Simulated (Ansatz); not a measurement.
## Electronic structure of C₂H₈O₂Sn in real space

The calculation's input:

```
crystal:
  periodic: [false, false, false]
  atoms:
    - { symbol: Sn, position_ang: [0.0, 0.0, 0.0] }
    - { symbol: C, position_ang: [0.0, 0.0, 2.15] }
    - { symbol: H, position_ang: [-0.9996, -0.3092, 2.5205] }
    - { symbol: H, position_ang: [0.7676, -0.7111, 2.5205] }
    - { symbol: H, position_ang: [0.232, 1.0203, 2.5205] }
    - { symbol: O, position_ang: [1.8483, 0.0, -0.6527] }
    - { symbol: H, position_ang: [2.1646, -0.9521, -0.7693] }
    - { symbol: C, position_ang: [-1.0126, 1.7544, -0.716] }
    - { symbol: H, position_ang: [-2.0653, 1.5008, -0.9603] }
    - { symbol: H, position_ang: [-0.9943, 2.5391, 0.069] }
    - { symbol: H, position_ang: [-0.5023, 2.131, -1.6269] }
    - { symbol: O, position_ang: [-0.9232, -1.5994, -0.6527] }
    - { symbol: H, position_ang: [-1.3778, -2.065, 0.1197] }
basis:
  gaussian: { orbitals: def2-SVP }
hamiltonian:
  xc: pbe0
  dispersion: d4
relax:
  f_tol: 0.02
  max_steps: 40
output:
  orbitals: {}
```

Launched as:

```sh
ansatz run input.yaml --threads 2 --pin off --max-ram 3072MiB --backend cpu --events-out ev --progress --plain --runs-dir out
```

The fields are those of the relaxed geometry.

Core potentials replace the inner electrons of Sn.

Level of theory: RKS PBE0-D4/def2-SVP (Ansatz).

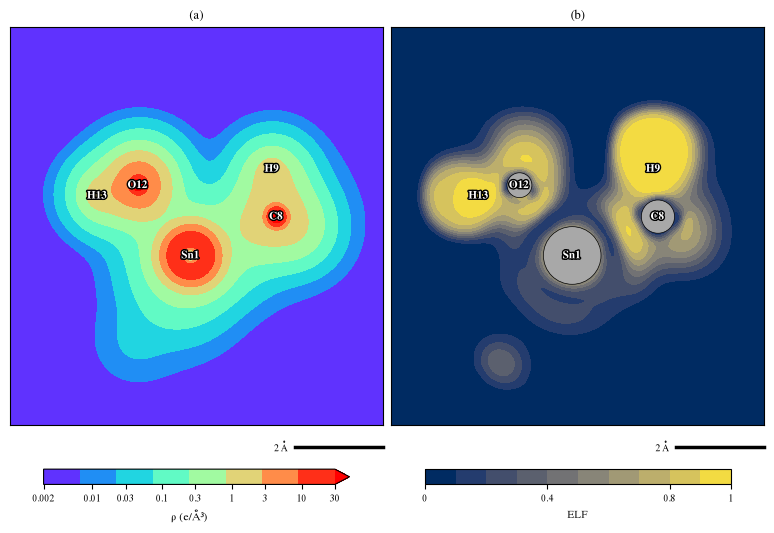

Figure 1. (a) electron density; (b) electron localisation function on the plane of atoms C8, Sn1 and O12. Grey discs cover the atomic cores in the ELF map.

Question: Describe what can be read from this map.

Answer: The plane passes through Sn, C, H and O nuclei.
Sn–O (1.99 Å): ρ at the midpoint is about 0.71 e/Å³; the ELF peaks at about 0.85 in the valence shell of O, 0.6 Å from its nucleus, and drops to about 0.10 between the two atoms.
C–Sn (2.13 Å): the density is about 0.7 e/Å³ at the midpoint; the ELF peaks at about 0.90 in the valence shell of C, 0.7 Å from its nucleus, and drops to about 0.20 between the two atoms.
O–H (0.96 Å): ρ is about 3.6 e/Å³ halfway; the ELF climbs to about 1 towards the hydrogen, as it does in any bond to H: a covalent bond by its length.
C–H (1.10 Å): ρ at the midpoint is about 1.9 e/Å³; the ELF climbs to about 1 towards the hydrogen: an ordinary covalent bond to hydrogen.
The ELF also peaks beside O12, away from the bonds: lone-pair regions.

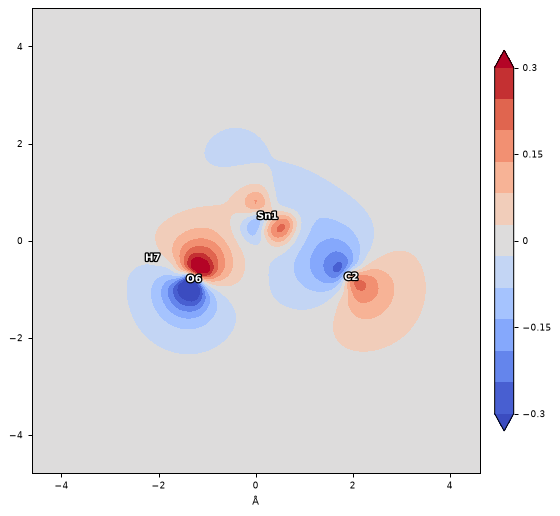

Figure 2. The HOMO−1 on the plane of atoms Sn1, O6 and H7 (values in Å⁻³ᐟ²; the overall sign is arbitrary).

Question: Describe this orbital and give its energy.

Answer: Its weight (Hirshfeld) is mainly on O6 (about 40 %), O12 (about 35 %) and Sn1 (about 10 %); largely a combination of lone pairs on O6 and O12. Its energy is −7.94 eV.

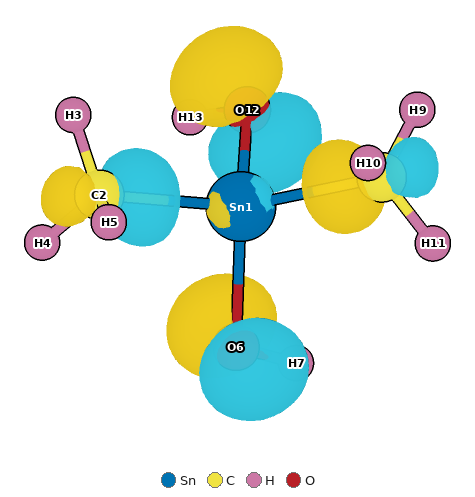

Figure 3. The HOMO at ±0.15 Å⁻³ᐟ² (yellow and cyan are the two phases), seen from one side.

Question: What is the character of this orbital?

Answer: By Hirshfeld shares it lies mainly on O12 (about 35 %), O6 (about 30 %), Sn1 (about 10 %), C2 (about 10 %) and C8 (about 10 %). Its energy is −7.74 eV.
